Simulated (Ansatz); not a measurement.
# B₂FGaH₄: from a rough start to a minimum

What shape does B₂FGaH₄ take? The plan is to relax it, check the end point by its vibrations and derive ideal-gas thermochemistry, and look at its orbitals and charge.

The runs use Ansatz 0.2.0, Gaussian basis; RKS PBE0-D4/def2-TZVP.

Levels to be run: relaxation at PBE-D4/def2-SVP; relaxation at PBE0-D4/def2-TZVP; harmonic vibrations at the same level; a single point in def2-TZVPP for the fields.

**1. Where the work starts**

SMILES `[BH2][Ga]([BH2])[F]`, 8 atoms, charge 0, spin multiplicity 1.

Atoms are counted from 1 here; the program's logs count them from 0.

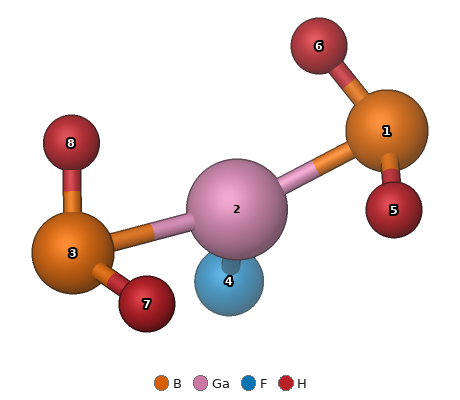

The starting geometry (boron orange, gallium pink, fluorine blue, hydrogen red); atoms are numbered from 1 in the order of the file.

Geometry (Å):

```
B    -0.8631    1.5338    0.1963
Ga   -0.1788   -0.0553   -0.2351
B     1.0001   -1.5277   -0.0341
F    -1.1831   -0.6862   -1.4829
H     0.1702    1.7778   -0.2651
H    -1.0417    0.9508    1.1649
H     1.6932   -0.6076   -0.4014
H     0.4953   -1.4427    1.0017
```

The start is a force-field geometry with small random shifts, so a cheaper pass at PBE-D4/def2-SVP comes first.

**2. Geometry optimisation, PBE-D4/def2-SVP (cheap first pass)**

Contents of in.yaml:

```yaml
crystal:
  periodic: [false, false, false]
  atoms:
    - {symbol: B, position_ang: [-0.863100, 1.533800, 0.196300]}
    - {symbol: Ga, position_ang: [-0.178800, -0.055300, -0.235100]}
    - {symbol: B, position_ang: [1.000100, -1.527700, -0.034100]}
    - {symbol: F, position_ang: [-1.183100, -0.686200, -1.482900]}
    - {symbol: H, position_ang: [0.170200, 1.777800, -0.265100]}
    - {symbol: H, position_ang: [-1.041700, 0.950800, 1.164900]}
    - {symbol: H, position_ang: [1.693200, -0.607600, -0.401400]}
    - {symbol: H, position_ang: [0.495300, -1.442700, 1.001700]}
basis:
  gaussian: {orbitals: def2-SVP}
hamiltonian: {xc: pbe, dispersion: d4}
relax: {f_tol: 0.03, max_steps: 200}
```

Launch:

```
$ ansatz run in.yaml --threads 2 --pin off --events-out ev --progress --plain --max-ram 4352MiB
```

The log of the run (excerpt; [...] marks lines left out):

```text
Functional definition: PBE
  name "PBE"
  cite "Perdew, Burke & Ernzerhof, Phys. Rev. Lett. 77, 3865 (1996) doi:10.1103/PhysRevLett.77.3865"
  parent pbe
[...]
1043 factors; their error is unknown
[...]
mean field -56481.46519455 eV, -2075.6555613877 hartree, gradient 4.7e-6 eV, S^2 0.000000; 9 other end points of the search recorded, 0 dependent functions left out
[...]
reference -56481.46523403 eV, -2075.6555628385 hartree; 27, 27 occupied and 67, 67 virtual orbitals, 1043 factors
relax step   1: F+E_penalty+E_count = -56481.61338408 eV  Δ(F+E_penalty+E_count) = +0.000e0 eV  max|allowed force component| = 4.095e0 eV/Å  Δτ_max = 0.0000 Å  (223 SCF iters, accepted)
[...]
relax step   4: F+E_penalty+E_count = -56485.85220034 eV  Δ(F+E_penalty+E_count) = -1.247e0 eV  max|allowed force component| = 2.183e0 eV/Å  Δτ_max = 0.1961 Å  (39 SCF iters, accepted)
[...]
relax step   7: F+E_penalty+E_count = -56487.85748844 eV  Δ(F+E_penalty+E_count) = -3.870e-1 eV  max|allowed force component| = 1.256e0 eV/Å  Δτ_max = 0.1938 Å  (29 SCF iters, accepted)
[...]
relax step  10: F+E_penalty+E_count = -56488.28776478 eV  Δ(F+E_penalty+E_count) = -2.555e-2 eV  max|allowed force component| = 1.450e-1 eV/Å  Δτ_max = 0.1143 Å  (28 SCF iters, accepted)
[...]
relax step  13: F+E_penalty+E_count = -56488.30374979 eV  Δ(F+E_penalty+E_count) = -1.352e-3 eV  max|allowed force component| = 8.005e-2 eV/Å  Δτ_max = 0.0305 Å  (26 SCF iters, accepted)
[...]
relax step  14: F+E_penalty+E_count = -56488.30382001 eV  Δ(F+E_penalty+E_count) = -7.021e-5 eV  max|allowed force component| = 6.387e-2 eV/Å  Δτ_max = 0.0477 Å  (26 SCF iters, accepted)
[...]
relax step  15: F+E_penalty+E_count = -56488.30468632 eV  Δ(F+E_penalty+E_count) = -8.663e-4 eV  max|allowed force component| = 8.281e-3 eV/Å  Δτ_max = 0.0291 Å  (27 SCF iters, accepted)
1043 factors; their error is unknown
[...]
mean field -56488.17830112 eV, -2075.9022635038 hartree, gradient 1.7e-5 eV, S^2 0.000000; 1 other end points of the search recorded, 0 dependent functions left out
[...]
reference -56488.17834297 eV, -2075.9022650417 hartree; 27, 27 occupied and 67, 67 virtual orbitals, 1043 factors
Total energy: -56488.30472816 eV, -2075.9069096119 hartree
Atom 0 at    -0.821406     1.744947     0.340306 Å, force    -0.002299     0.004412    -0.000883 eV/Å
Atom 1 at    -0.266179    -0.149551    -0.341644 Å, force    -0.004529    -0.004054    -0.003269 eV/Å
Atom 2 at     1.200800    -1.577271     0.074462 Å, force     0.000152    -0.003814    -0.003338 eV/Å
Atom 3 at    -1.361335    -0.708687    -1.657191 Å, force     0.006431     0.001474     0.008281 eV/Å
Atom 4 at    -0.366957     2.760445    -0.155301 Å, force    -0.001207     0.002354     0.002114 eV/Å
Atom 5 at    -1.600183     1.889241     1.265620 Å, force    -0.000818     0.001891    -0.002217 eV/Å
Atom 6 at     2.275814    -1.574882    -0.498049 Å, force     0.000776    -0.002029     0.001510 eV/Å
Atom 7 at     1.031546    -2.441342     0.916098 Å, force     0.001494    -0.000235    -0.002199 eV/Å
Dipole moment:     0.299857     0.152935     0.359954 e Å
```

Run time: 38 s. Hardware: 2 threads of Intel Xeon at 2.70GHz, shared host.

Step by step:

```
step  energy from step 1 (eV)  largest force component (eV/Å)
   1                   0.0000                          4.0953
   2                  -1.6831                          1.7759
   3                  -2.9916                          2.0030
   4                  -4.2388                          2.1832
   5                  -5.2114                          1.9990
   6                  -5.8571                          1.5400
   7                  -6.2441                          1.2563
   8                  -6.5302                          0.6963
   9                  -6.6488                          0.1315
  10                  -6.6744                          0.1450
  11                  -6.6830                          0.1994
  12                  -6.6890                          0.0495
  13                  -6.6904                          0.0801
  14                  -6.6904                          0.0639
  15                  -6.6913                          0.0083
```

Distances of close pairs at the start and the end, largest changes first:

```
  bond  before (Å)  after (Å)  change (Å)
Ga2–H5       1.866      2.918      +1.051
Ga2–H6       1.928      2.919      +0.991
Ga2–H7       1.959      2.919      +0.960
Ga2–H8       1.977      2.919      +0.942
B1–Ga2       1.783      2.089      +0.306
Ga2–B3       1.897      2.089      +0.192
Ga2–F4       1.722      1.801      +0.079
 B1–H6       1.145      1.218      +0.073
```

**3. Optimising with PBE0-D4/def2-TZVP**

Contents of in.yaml:

```yaml
crystal:
  periodic: [false, false, false]
  atoms:
    - {symbol: B, position_ang: [-0.821406, 1.744947, 0.340306]}
    - {symbol: Ga, position_ang: [-0.266179, -0.149551, -0.341644]}
    - {symbol: B, position_ang: [1.200800, -1.577271, 0.074462]}
    - {symbol: F, position_ang: [-1.361335, -0.708687, -1.657191]}
    - {symbol: H, position_ang: [-0.366957, 2.760445, -0.155301]}
    - {symbol: H, position_ang: [-1.600183, 1.889241, 1.265620]}
    - {symbol: H, position_ang: [2.275814, -1.574882, -0.498049]}
    - {symbol: H, position_ang: [1.031546, -2.441342, 0.916098]}
basis:
  gaussian: {orbitals: def2-TZVP}
hamiltonian: {xc: pbe0, dispersion: d4}
relax: {f_tol: 0.005, max_steps: 150}
```

Same command.

The log of the run (excerpt; [...] marks lines left out):

```text
Functional definition: PBE0
  name "PBE0"
  cite "Adamo & Barone, J. Chem. Phys. 110, 6158 (1999) doi:10.1063/1.478522"
  cite "Perdew, Burke & Ernzerhof, Phys. Rev. Lett. 77, 3865 (1996) doi:10.1103/PhysRevLett.77.3865"
  parent pbe
[...]
1083 factors; their error is unknown
[...]
mean field -56501.42245768 eV, -2076.3889772801 hartree, gradient 2.9e-5 eV, S^2 0.000000; 0 other end points of the search recorded, 0 dependent functions left out
[...]
reference -56501.42249474 eV, -2076.3889786418 hartree; 27, 27 occupied and 138, 138 virtual orbitals, 1083 factors
relax step   1: F+E_penalty+E_count = -56501.53004642 eV  Δ(F+E_penalty+E_count) = +0.000e0 eV  max|allowed force component| = 4.171e-1 eV/Å  Δτ_max = 0.0000 Å  (27 SCF iters, accepted)
[...]
reference -56501.44702502 eV, -2076.3898801131 hartree; 27, 27 occupied and 138, 138 virtual orbitals, 1083 factors
Total energy: -56501.55491713 eV, -2076.3938450750 hartree
Atom 0 at    -0.821621     1.747362     0.340292 Å, force    -0.000942     0.002642     0.002249 eV/Å
Atom 1 at    -0.259829    -0.146221    -0.332424 Å, force     0.000592     0.000179     0.000422 eV/Å
Atom 2 at     1.202353    -1.578241     0.074033 Å, force     0.001848    -0.002070     0.001894 eV/Å
Atom 3 at    -1.344932    -0.702604    -1.631917 Å, force    -0.001513    -0.000761    -0.001593 eV/Å
Atom 4 at    -0.377728     2.746054    -0.147439 Å, force    -0.000050    -0.000030    -0.000306 eV/Å
Atom 5 at    -1.596733     1.890930     1.240862 Å, force     0.000044    -0.000043    -0.001159 eV/Å
Atom 6 at     2.256556    -1.580123    -0.492505 Å, force    -0.000215    -0.000291    -0.000331 eV/Å
Atom 7 at     1.034033    -2.434256     0.893399 Å, force     0.000236     0.000373    -0.001177 eV/Å
Dipole moment:     0.334714     0.171622     0.400784 e Å
```

Run time: 25 s. Hardware: 2 threads of Intel Xeon at 2.70GHz, shared host.

The steps of the relaxation:

```
step  energy from step 1 (eV)  largest force component (eV/Å)
   1                   0.0000                          0.4171
   2                  -0.0223                          0.1506
   3                  -0.0248                          0.0143
   4                  -0.0248                          0.0026
```

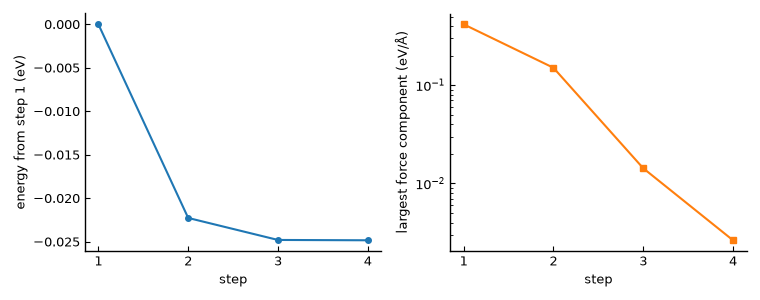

Energy and force, step by step.

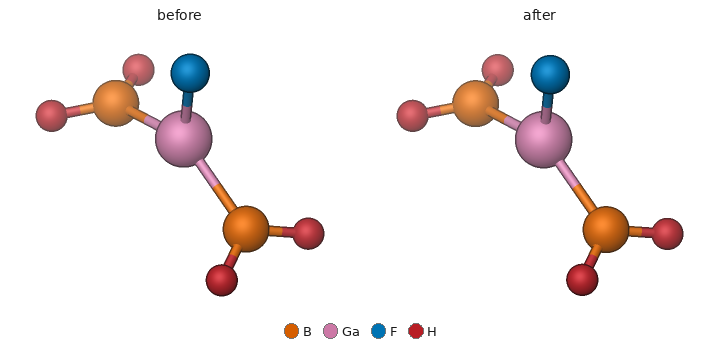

Before and after, at one scale.

Distances of close pairs at the start and the end, largest changes first:

```
  bond  before (Å)  after (Å)  change (Å)
 B3–H8       1.218      1.197      -0.021
 B3–H7       1.218      1.197      -0.021
 B1–H6       1.218      1.197      -0.021
 B1–H5       1.218      1.197      -0.021
Ga2–F4       1.801      1.782      -0.019
Ga2–B3       2.089      2.087      -0.002
B1–Ga2       2.089      2.087      -0.002
```

Mulliken charges of the relaxed molecule (report file):

```
atom  value (e)
  B1      -0.08
 Ga2       0.39
  B3      -0.08
  F4      -0.41
  H5       0.04
  H6       0.04
  H7       0.04
  H8       0.04
```

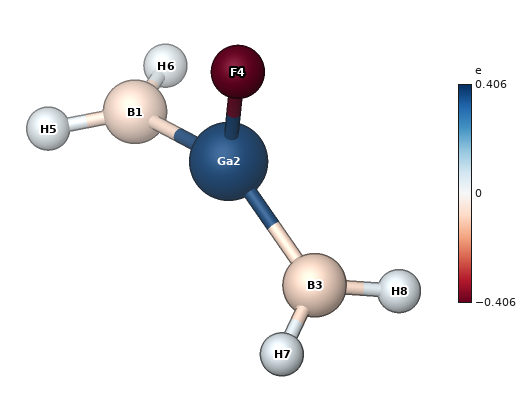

Mulliken charges of the relaxed molecule (report file), as colours on the atoms.

**4. Harmonic vibrations**

Contents of in.yaml:

```yaml
crystal:
  periodic: [false, false, false]
  atoms:
    - {symbol: B, position_ang: [-0.821621, 1.747362, 0.340292]}
    - {symbol: Ga, position_ang: [-0.259829, -0.146221, -0.332424]}
    - {symbol: B, position_ang: [1.202353, -1.578241, 0.074033]}
    - {symbol: F, position_ang: [-1.344932, -0.702604, -1.631917]}
    - {symbol: H, position_ang: [-0.377728, 2.746054, -0.147439]}
    - {symbol: H, position_ang: [-1.596733, 1.890930, 1.240862]}
    - {symbol: H, position_ang: [2.256556, -1.580123, -0.492505]}
    - {symbol: H, position_ang: [1.034033, -2.434256, 0.893399]}
basis:
  gaussian: {orbitals: def2-TZVP}
hamiltonian: {xc: pbe0, dispersion: d4}
phonons: {temperatures: {t_min: 298.15, t_max: 900, t_step: 200}}
```

Same command.

The log of the run (excerpt; [...] marks lines left out):

```text
Functional definition: PBE0
  name "PBE0"
  cite "Adamo & Barone, J. Chem. Phys. 110, 6158 (1999) doi:10.1063/1.478522"
  cite "Perdew, Burke & Ernzerhof, Phys. Rev. Lett. 77, 3865 (1996) doi:10.1103/PhysRevLett.77.3865"
  parent pbe
[...]
1083 factors; their error is unknown
[...]
mean field -56501.44698801 eV, -2076.3898787529 hartree, gradient 2.4e-5 eV, S^2 0.000000; 0 other end points of the search recorded, 0 dependent functions left out
[...]
reference -56501.44702502 eV, -2076.3898801131 hartree; 27, 27 occupied and 138, 138 virtual orbitals, 1083 factors
[...]
1083 factors; their error is unknown
mean field -56501.44691677 eV, -2076.3898761352 hartree, gradient 8.7e-7 eV, S^2 0.000000; 0 other end points of the search recorded, 0 dependent functions left out
[...]
reference -56501.44695379 eV, -2076.3898774953 hartree; 27, 27 occupied and 138, 138 virtual orbitals, 1083 factors
[...]
Atom 0 at    -0.821621     1.747362     0.340292 Å, force    -0.000957     0.002638     0.002267 eV/Å
Atom 1 at    -0.259829    -0.146221    -0.332424 Å, force     0.000575     0.000188     0.000416 eV/Å
Atom 2 at     1.202353    -1.578241     0.074033 Å, force     0.001856    -0.002073     0.001884 eV/Å
Atom 3 at    -1.344932    -0.702604    -1.631917 Å, force    -0.001505    -0.000761    -0.001588 eV/Å
Atom 4 at    -0.377728     2.746054    -0.147439 Å, force    -0.000046    -0.000028    -0.000307 eV/Å
Atom 5 at    -1.596733     1.890930     1.240862 Å, force     0.000059    -0.000046    -0.001175 eV/Å
Atom 6 at     2.256556    -1.580123    -0.492505 Å, force    -0.000217    -0.000289    -0.000327 eV/Å
Atom 7 at     1.034033    -2.434256     0.893399 Å, force     0.000236     0.000369    -0.001169 eV/Å
Dipole moment:     0.334715     0.171622     0.400784 e Å
Vibrations: 106.12 137.55 140.95 183.86 199.43 489.64 493.52 548.95 595.84 634.82 834.55 871.02 1143.83 1154.24 2576.82 2581.90 2664.89 2666.00 cm⁻¹, zero-point energy 1.117342 eV
```

It took 2.8 min on 2 threads of Intel Xeon at 2.70GHz, shared host.

Motions are named by where the mode's potential energy lies. Wavenumbers, unscaled:

```
mode  cm⁻¹                          motion
   1   106                            bend
   2   138                         torsion
   3   141                            bend
   4   184                         torsion
   5   199                         torsion
   6   490                    Ga–B stretch
   7   494                            bend
   8   549                    Ga–B stretch
   9   596                            bend
  10   635                    Ga–F stretch
  11   835  torsion with out-of-plane bend
  12   871  torsion with out-of-plane bend
  13  1144                            bend
  14  1154                            bend
  15  2577                     B–H stretch
  16  2582                     B–H stretch
  17  2665                     B–H stretch
  18  2666                     B–H stretch
```

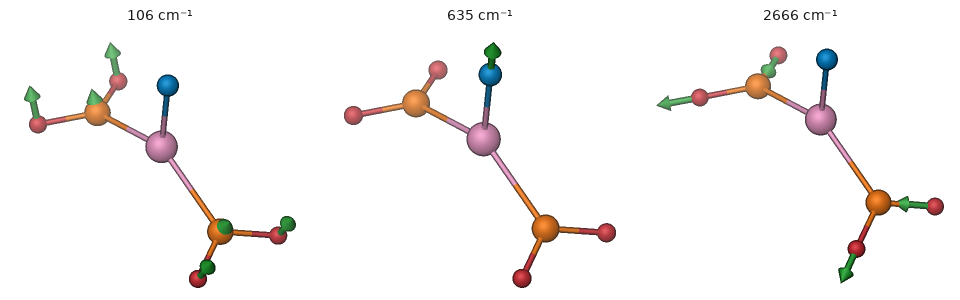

Displacements of 3 modes, as arrows.

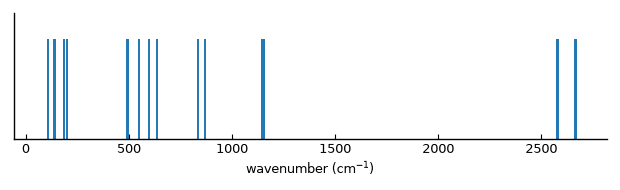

The harmonic wavenumbers as sticks (no intensities were computed).

Ideal gas, rigid rotor and harmonic oscillator at 298.15 K and 1 bar, with symmetry number 2:

```
                term            value
   zero-point energy    25.8 kcal/mol
          H(298) − E    30.8 kcal/mol
entropy, translation  168.0 J/(mol K)
   entropy, rotation  102.2 J/(mol K)
  entropy, vibration   69.4 J/(mol K)
      entropy, total  339.6 J/(mol K)
```

**5. Orbitals, density and potential**

in.yaml, as its differences from that of step 4:

```diff
@@ -12,4 +12,4 @@
 basis:
-  gaussian: {orbitals: def2-TZVP}
+  gaussian: {orbitals: def2-TZVPP}
 hamiltonian: {xc: pbe0, dispersion: d4}
-phonons: {temperatures: {t_min: 298.15, t_max: 900, t_step: 200}}
+output: {orbitals: {seedname: orbitals}}
```

Same command.

The log of the run:

```text
Functional definition: PBE0
  name "PBE0"
  cite "Adamo & Barone, J. Chem. Phys. 110, 6158 (1999) doi:10.1063/1.478522"
  cite "Perdew, Burke & Ernzerhof, Phys. Rev. Lett. 77, 3865 (1996) doi:10.1103/PhysRevLett.77.3865"
  parent pbe
  parameter a = 0.25
  parameter kappa = 0.804
  parameter beta = 0.06672455060314922
  exchange = (1 - a)*pbe_x(kappa = kappa, mu = beta*pi^2/3) + a*exact_x
  correlation = pbe_c(beta = beta)
1143 factors; their error is unknown
mean field evaluation 1: about -56497.4273 eV, gradient 4.8e1 eV
mean field evaluation 2: about -56489.3645 eV, gradient 9.1e1 eV
mean field evaluation 4: about -56501.2587 eV, gradient 4.3e0 eV
mean field evaluation 8: about -56501.2779 eV, gradient 2.1e-2 eV
mean field evaluation 16: about -56501.4657 eV, gradient 1.5e-5 eV
mean field -56501.46572139 eV, -2076.3905671921 hartree, gradient 1.5e-5 eV, S^2 0.000000; 0 other end points of the search recorded, 0 dependent functions left out
reference -56501.46575823 eV, -2076.3905685459 hartree; 27, 27 occupied and 170, 170 virtual orbitals, 1143 factors
Total energy: -56501.57365034 eV, -2076.3945335079 hartree
```

Wall time 4 s (2 threads of Intel Xeon at 2.70GHz, shared host).

Orbitals, density, ELF and potential are computed afterwards from the orbital file.

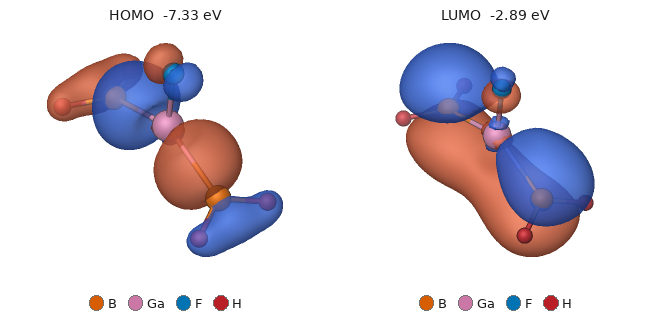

Frontier orbitals at PBE0-D4/def2-TZVPP; each surface holds 70 % of the orbital's density, blue and red mark the sign.

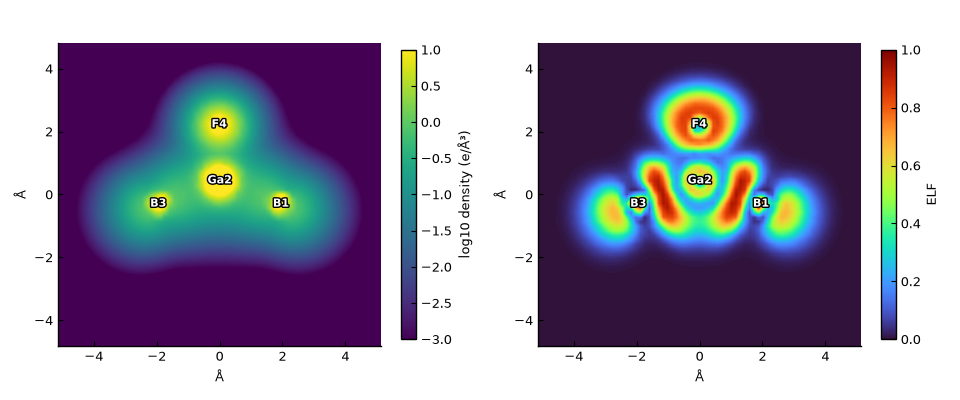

Density (left) and ELF (right) in a plane through or near 4 of the atoms.

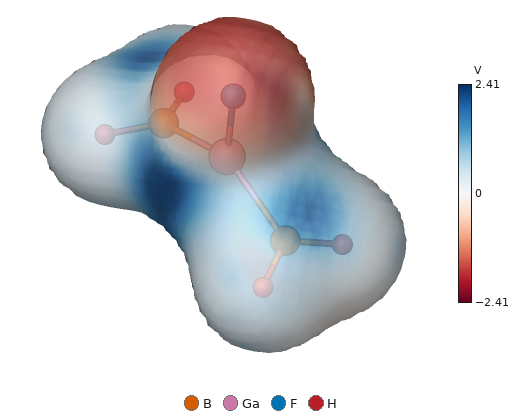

The potential that a unit positive charge feels on the 0.002 e/bohr³ surface, from the 1st to the 99th percentile, from -1.65 V near F4 to 2.41 V near Ga2.

**6. Outcome**

| quantity | value |
| --- | --- |
| point group | C2v |
| steps | 15 + 4 |
| shift from the start (rms) | 0.806 Å |
| total energy | -56501.5549 eV |
| dispersion term | -108 meV |
| dipole moment | 2.64 D |
| lowest, highest wavenumber | 106, 2666 cm⁻¹ |
| zero-point energy | 25.8 kcal/mol |
| entropy at 298.15 K | 339.6 J/(mol K) |
| HOMO, LUMO | -7.33, -2.89 eV |

What this shows: The atoms moved 0.81 Å (rms) from the start; the bond that changed most is B1–Ga2, from 1.783 to 2.087 Å. All wavenumbers are real, so the end point is a minimum. The stiffest mode, 2666 cm⁻¹, is a B–H stretch, and 5 modes under 200 cm⁻¹ make the vibrational entropy uncertain. Harmonic hybrid wavenumbers usually lie a few per cent above measured fundamentals. The largest Mulliken charge, -0.41 e, sits on F4. The HOMO lies mostly on B1, B3 about 25 % each; Ga2 21 % and the LUMO on B1, B3 about 29 % each; Ga2 10 %.
